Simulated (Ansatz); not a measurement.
**SnGeH6 (SMILES [GeH3][SnH3]) at CCSD(T)/def2-SVP (core potential)**

What is the energy change on altering one bond length of SnGeH6 at CCSD(T)/def2-SVP (core potential)? 

Program for the calculation: Ansatz 0.2.0.

41 further runs of the same task are left out: 41 set aside as unsound or not needed.

### Step 1. Starting point

SnGeH6: 8 atoms, total charge 0, spin state singlet. SMILES: `[GeH3][SnH3]`. Geometry: relaxed at PBE0-D4/def2-TZVP.

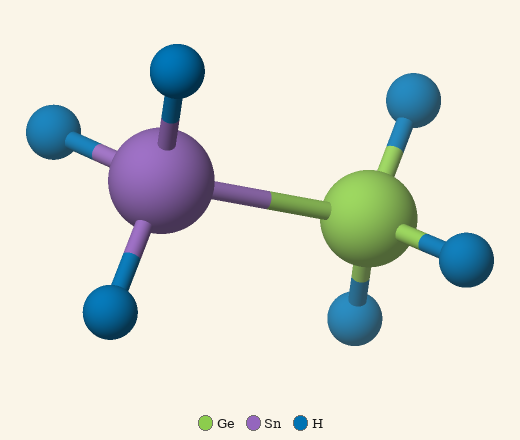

Viewed from a chosen angle; germanium green, tin purple, hydrogen blue.

### Step 2. A single-point energy at CCSD(T)/def2-SVP (core potential)

input.yaml

```yaml
crystal:
  periodic: [false, false, false]
  atoms:
    - {symbol: Ge, position_ang: [-0.754100, 0.285800, -1.041300]}
    - {symbol: Sn, position_ang: [0.751500, -0.290300, 0.992300]}
    - {symbol: H, position_ang: [-1.830800, 1.307300, -0.639500]}
    - {symbol: H, position_ang: [-1.453400, -0.978600, -1.567000]}
    - {symbol: H, position_ang: [0.087500, 0.886500, -2.179300]}
    - {symbol: H, position_ang: [-0.187600, -0.932800, 2.265200]}
    - {symbol: H, position_ang: [1.931000, -1.444200, 0.553800]}
    - {symbol: H, position_ang: [1.547900, 1.109100, 1.560100]}
basis:
  gaussian:
    orbitals: def2-SVP
correlation:
  method: ccsd_t
  frozen_orbitals: {Ge: 9, H: 0, Sn: 4}
scf:
  omitted_lower_state_checks: [cluster_reference, increment]
accuracy: high
```

Run with:

```bash
$ ansatz run input.yaml --threads 1 --pin off --max-ram 3480MiB --events-out events.jsonl --progress --plain --runs-dir runs
```

What it wrote:

```text
Warning: RAYON_NUM_THREADS=1 ignored (pool sized by the plan → 1); use --threads N
Functional definition: HF
  name "HF"
  exchange = exact_x
  correlation = 0
these checks for a lower state are left out or cut short: cluster_reference, increment
2024 factors; integrals over basis functions are off by at most 1.1e-8 eV
mean field evaluation 1: about -62365.3287 eV, gradient 1.2e1 eV
mean field evaluation 2: about -62365.3764 eV, gradient 1.2e1 eV
mean field evaluation 4: about -62366.2000 eV, gradient 1.9e0 eV
mean field evaluation 8: about -62366.2067 eV, gradient 2.7e-4 eV
mean field -62366.20674724 eV, -2291.9158246279 hartree, gradient 3.1e-8 eV, S^2 0.000000; 0 other end points of the search recorded, 0 dependent functions left out
13 core orbitals not correlated: weight in the atoms' cores, before any rotation towards them, 1.000 or more for the frozen orbitals, at most 0.000 for the correlated occupied ones
reference -62366.20674724 eV, -2291.9158246279 hartree; 17, 17 occupied and 58, 58 virtual orbitals, 2024 factors
second order -9.84009869 eV of doubles, -0.00000000 eV of singles
cycle   1  -10.31320734 eV  change   -4.7e-1 eV  update   8.8e-2
cycle   2  -10.77756316 eV  change   -4.6e-1 eV  update   2.9e-2
cycle   3  -10.81541348 eV  change   -3.8e-2 eV  update   1.1e-2
cycle   4  -10.81401523 eV  change    1.4e-3 eV  update   2.8e-3
cycle   5  -10.81368367 eV  change    3.3e-4 eV  update   6.8e-4
cycle   6  -10.81326281 eV  change    4.2e-4 eV  update   2.0e-4
cycle   7  -10.81321953 eV  change    4.3e-5 eV  update   4.6e-5
cycle   8  -10.81323001 eV  change   -1.0e-5 eV  update   1.2e-5
cycle   9  -10.81323451 eV  change   -4.5e-6 eV  update   3.5e-6
cycle  10  -10.81323326 eV  change    1.3e-6 eV  update   1.1e-6
cycle  11  -10.81323387 eV  change   -6.1e-7 eV  update   3.7e-7
cycle  12  -10.81323401 eV  change   -1.4e-7 eV  update   1.1e-7
cycle  13  -10.81323399 eV  change    1.9e-8 eV  update   4.3e-8
cycle  14  -10.81323399 eV  change    2.4e-9 eV  update   2.4e-8
cycle  15  -10.81323405 eV  change   -6.2e-8 eV  update   1.2e-7
cycle  16  -10.81323401 eV  change    4.4e-8 eV  update   3.2e-8
cycle  17  -10.81323402 eV  change   -9.7e-9 eV  update   8.9e-9
cycle  18  -10.81323401 eV  change    4.3e-9 eV  update   2.9e-9
cycle  19  -10.81323401 eV  change   -1.6e-9 eV  update  8.5e-10
perturbative correction -0.28786799 eV, -0.0105789535 hartree
Total energy: -62377.30784925 eV, -2292.3237826019 hartree
Checks for a lower state left out: cluster_reference, increment
```

It took 21 s on 1 thread of Arm Neoverse V2, shared host; peak memory 0.51 GiB.

### Step 3. The distorted shape, same level

in.yaml

```yaml
crystal:
  periodic: [false, false, false]
  atoms:
    - {symbol: Ge, position_ang: [-1.006600, 0.105576, -0.699873]}
    - {symbol: Sn, position_ang: [0.499000, -0.470524, 1.333727]}
    - {symbol: H, position_ang: [-2.083300, 1.127076, -0.298073]}
    - {symbol: H, position_ang: [-1.705900, -1.158824, -1.225573]}
    - {symbol: H, position_ang: [0.087500, 0.886500, -2.179300]}
    - {symbol: H, position_ang: [-0.440100, -1.113024, 2.606627]}
    - {symbol: H, position_ang: [1.678500, -1.624424, 0.895227]}
    - {symbol: H, position_ang: [1.295400, 0.928876, 1.901527]}
basis:
  gaussian: {orbitals: def2-SVP}
correlation: {method: ccsd_t, frozen_orbitals: {Ge: 9, H: 0, Sn: 4}}
accuracy: high
scf: {omitted_lower_state_checks: [cluster_reference, increment]}
```

Run with:

```bash
$ ansatz run in.yaml --threads 1 --pin off --max-ram 3480MiB --events-out events.jsonl --progress --plain --runs-dir runs
```

What it wrote:

```text
Warning: RAYON_NUM_THREADS=1 ignored (pool sized by the plan → 1); use --threads N
Functional definition: HF
  name "HF"
  exchange = exact_x
  correlation = 0
these checks for a lower state are left out or cut short: cluster_reference, increment
2013 factors; integrals over basis functions are off by at most 9.2e-9 eV
mean field evaluation 1: about -62364.2350 eV, gradient 1.2e1 eV
mean field evaluation 2: about -62364.2807 eV, gradient 1.2e1 eV
mean field evaluation 4: about -62365.1143 eV, gradient 2.1e0 eV
mean field evaluation 8: about -62365.1225 eV, gradient 3.1e-4 eV
mean field -62365.12247071 eV, -2291.8759782003 hartree, gradient 3.7e-8 eV, S^2 0.000000; 0 other end points of the search recorded, 0 dependent functions left out
13 core orbitals not correlated: weight in the atoms' cores, before any rotation towards them, 1.000 or more for the frozen orbitals, at most 0.000 for the correlated occupied ones
reference -62365.12247071 eV, -2291.8759782003 hartree; 17, 17 occupied and 58, 58 virtual orbitals, 2013 factors
second order -9.83215388 eV of doubles, -0.00000000 eV of singles
cycle   1  -10.33607018 eV  change   -5.0e-1 eV  update   9.4e-2
cycle   2  -10.84627117 eV  change   -5.1e-1 eV  update   3.4e-2
cycle   3  -10.88931331 eV  change   -4.3e-2 eV  update   1.3e-2
cycle   4  -10.88888772 eV  change    4.3e-4 eV  update   3.6e-3
cycle   5  -10.88836309 eV  change    5.2e-4 eV  update   9.0e-4
cycle   6  -10.88787219 eV  change    4.9e-4 eV  update   2.9e-4
cycle   7  -10.88785603 eV  change    1.6e-5 eV  update   7.2e-5
cycle   8  -10.88788104 eV  change   -2.5e-5 eV  update   2.2e-5
cycle   9  -10.88789008 eV  change   -9.0e-6 eV  update   7.5e-6
cycle  10  -10.88788754 eV  change    2.5e-6 eV  update   2.5e-6
cycle  11  -10.88788847 eV  change   -9.4e-7 eV  update   9.5e-7
cycle  12  -10.88788845 eV  change    2.6e-8 eV  update   3.4e-7
cycle  13  -10.88788862 eV  change   -1.7e-7 eV  update   1.2e-7
cycle  14  -10.88788864 eV  change   -1.8e-8 eV  update   5.2e-8
cycle  15  -10.88788866 eV  change   -1.4e-8 eV  update   3.3e-8
cycle  16  -10.88788897 eV  change   -3.1e-7 eV  update   1.1e-7
cycle  17  -10.88788893 eV  change    4.0e-8 eV  update   2.9e-8
cycle  18  -10.88788894 eV  change   -7.9e-9 eV  update   8.7e-9
cycle  19  -10.88788893 eV  change    1.0e-8 eV  update   3.1e-9
cycle  20  -10.88788893 eV  change   7.5e-10 eV  update  9.3e-10
perturbative correction -0.30548770 eV, -0.0112264660 hartree
Total energy: -62376.31584734 eV, -2292.2873272042 hartree
Checks for a lower state left out: cluster_reference, increment
```

Wall time 21 s (1 thread of Arm Neoverse V2, shared host); peak memory 0.51 GiB.

### Step 4. What came out

At CCSD(T)/def2-SVP (core potential), 13 core orbitals frozen:

| quantity | value |
| --- | --- |
| first shape: total energy | -2292.32378 Eh |
| first shape: correlation energy (13 core orbitals frozen) | -408.0 mEh |
| first shape: (T) correction | -10.58 mEh |
| first shape: T1 diagnostic | 0.009 |
| distorted shape: total energy | -2292.28733 Eh |
| distorted shape: correlation energy (13 core orbitals frozen) | -411.3 mEh |
| distorted shape: (T) correction | -11.23 mEh |
| distorted shape: T1 diagnostic | 0.011 |
| energy change with the Ge1–H5 bond stretched from 1.538 to 1.999 Å | 0.992 eV |

What this shows: With the Ge1–H5 bond stretched from 1.538 to 1.999 Å the energy rises by 0.99 eV (95.7 kJ/mol). The first shape isn't relaxed at this level, so the change isn't measured from a minimum. The triples (first shape) make up 2.6 % of the correlation energy. The triples (distorted shape) make up 2.7 % of the correlation energy.
